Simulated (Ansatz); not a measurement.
# C2H5FSi (SMILES F/C=C/[SiH3]): wB97X/cc-pVDZ

Aim: the vertical ionisation energy of C2H5FSi at wB97X/cc-pVDZ, from 2 runs. 

The results are computed with Ansatz 0.2.0.

91 further runs of the same task are left out: 91 set aside as unsound or not needed.

## Step 1: The structure to begin with

The species is C2H5FSi (9 atoms), meant as a singlet with charge 0. SMILES: `F/C=C/[SiH3]`. The shape is that of a PBE0-D4/def2-TZVP optimisation.

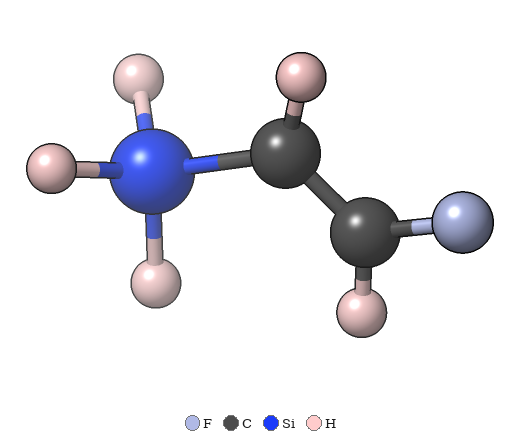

The structure, seen from a chosen angle (fluorine light blue, carbon dark grey, silicon blue, hydrogen pink).

## Step 2: The energy at wB97X/cc-pVDZ

The input, input.yaml:

```yaml
basis:
  gaussian: {orbitals: cc-pVDZ}
crystal:
  periodic: [false, false, false]
  atoms:
    - {symbol: F, position_ang: [-1.259900, 2.360900, 0.506400]}
    - {symbol: C, position_ang: [-0.578300, 1.355000, -0.048000]}
    - {symbol: C, position_ang: [-0.336700, 0.219900, 0.584900]}
    - {symbol: Si, position_ang: [0.614100, -1.145000, -0.228900]}
    - {symbol: H, position_ang: [-0.264200, 1.599600, -1.058100]}
    - {symbol: H, position_ang: [-0.716100, 0.118100, 1.598600]}
    - {symbol: H, position_ang: [1.843700, -1.465600, 0.542800]}
    - {symbol: H, position_ang: [-0.206700, -2.381600, -0.316300]}
    - {symbol: H, position_ang: [0.992500, -0.707600, -1.598500]}
accuracy: high
output: {orbitals: {seedname: orbitals}}
hamiltonian: {xc: {name: wB97X}}
```

Run with:

```bash
$ ansatz run input.yaml --threads 1 --pin off --max-ram 3480MiB --events-out events.jsonl --progress --plain --runs-dir runs
```

Log:

```text
Warning: RAYON_NUM_THREADS=1 ignored (pool sized by the plan → 1); use --threads N
Functional definition: wB97X
  name "wB97X"
  parameter omega = 0.3/bohr
  parameter cx = 0.157706
  parameter cx1 = 0.726479
  parameter cx2 = 1.04760
  parameter cx3 = -5.70635
  parameter cx4 = 13.2794
  parameter css1 = -4.33879
  parameter css2 = 18.2308
  parameter css3 = -31.7430
  parameter css4 = 17.2901
  parameter cos1 = 2.37031
  parameter cos2 = -11.3995
  parameter cos3 = 6.58405
  parameter cos4 = -3.78132
  exchange = spin_sum(e_x_unif_sr(omega)*poly(b97_u_x, 1 - cx, cx1, cx2, cx3, cx4)) + cx*exact_x_sr(omega)
      + exact_x_lr(omega)
  correlation = spin_sum(e_c_pw_same_spin*poly(b97_u_same, 1, css1, css2, css3, css4))
      + integral(e_c_pw_opposite_spin*poly(b97_u_opposite, 1, cos1, cos2, cos3, cos4))
1988 factors; integrals over basis functions are off by at most 3.8e-9 eV
368 factors; integrals over basis functions are off by at most 1.8e-9 eV
mean field evaluation 1: about -12745.7853 eV, gradient 2.9e1 eV
mean field evaluation 2: about -12746.6459 eV, gradient 2.2e1 eV
mean field evaluation 4: about -12747.6522 eV, gradient 1.2e0 eV
mean field evaluation 8: about -12747.7761 eV, gradient 1.0e-1 eV
mean field evaluation 16: about -12747.7761 eV, gradient 4.2e-5 eV
mean field -12747.77611710 eV, -468.4721315506 hartree, gradient 4.1e-8 eV, S^2 0.000000; 0 other end points of the search recorded, 0 dependent functions left out
reference -12747.77611427 eV, -468.4721314464 hartree; 20, 20 occupied and 65, 65 virtual orbitals, 1988 factors
Total energy: -12747.77611427 eV, -468.4721314464 hartree
```

Run time: 25 s. Hardware: 1 thread of Arm Neoverse V2, shared host; peak memory 0.48 GiB.

## Step 3: The doublet cation at the same level

Edit input.yaml of step 2 so:

```diff
@@ -14,4 +14,6 @@
     - {symbol: H, position_ang: [0.992500, -0.707600, -1.598500]}
+total_charge: 1
+magnetization: {spin_polarized: true, initial_magnetization: 1}
+hamiltonian: {xc: {name: wB97X}}
 accuracy: high
 output: {orbitals: {seedname: orbitals}}
-hamiltonian: {xc: {name: wB97X}}
```

Run with:

```bash
$ ansatz run input.yaml --threads 1 --pin off --max-ram 3480MiB --events-out events.jsonl --progress --plain --runs-dir runs
```

Log:

```text
Warning: RAYON_NUM_THREADS=1 ignored (pool sized by the plan → 1); use --threads N
[... 17 set-up lines as earlier in the session ...]
      + exact_x_lr(omega)
[... 1 set-up line as earlier in the session ...]
      + integral(e_c_pw_opposite_spin*poly(b97_u_opposite, 1, cos1, cos2, cos3, cos4))
1987 factors; integrals over basis functions are off by at most 3.8e-9 eV
368 factors; integrals over basis functions are off by at most 1.8e-9 eV
mean field evaluation 1: about -12730.6097 eV, gradient 3.7e1 eV
mean field evaluation 2: about -12730.6180 eV, gradient 4.3e1 eV
mean field evaluation 4: about -12737.4216 eV, gradient 2.7e0 eV
mean field evaluation 8: about -12737.7147 eV, gradient 2.9e-1 eV
mean field evaluation 16: about -12737.7180 eV, gradient 2.0e-3 eV
mean field evaluation 32: about -12737.7180 eV, gradient 8.2e-8 eV
mean field -12737.71803546 eV, -468.1025038678 hartree, gradient 8.2e-8 eV, S^2 0.754593; 0 other end points of the search recorded, 0 dependent functions left out
reference -12737.71803267 eV, -468.1025037652 hartree; 20, 19 occupied and 65, 66 virtual orbitals, 1987 factors
Total energy: -12737.71803267 eV, -468.1025037652 hartree
```

Wall time 59 s (1 thread of Arm Neoverse V2, shared host); peak memory 0.8 GiB.

## Step 4: Summary of results

At wB97X/cc-pVDZ:

```
                                          quantity          value
                     singlet C2H5FSi: total energy  -468.47213 Eh
                      singlet C2H5FSi: HOMO energy      -10.02 eV
                      singlet C2H5FSi: LUMO energy        2.26 eV
                    singlet C2H5FSi: HOMO–LUMO gap       12.28 eV
                      doublet cation: total energy  -468.10250 Eh
doublet cation: HOMO energy (highest over α and β)      -17.30 eV
 doublet cation: LUMO energy (lowest over α and β)      -10.08 eV
                              doublet cation: ⟨S²⟩          0.755
vertical ionisation energy (to the doublet cation)      10.058 eV
```

Removing an electron at fixed nuclei costs 10.06 eV (232 kcal/mol). The negative HOMO energy of the first species, 10.02 eV, lies 0.04 eV below that difference.
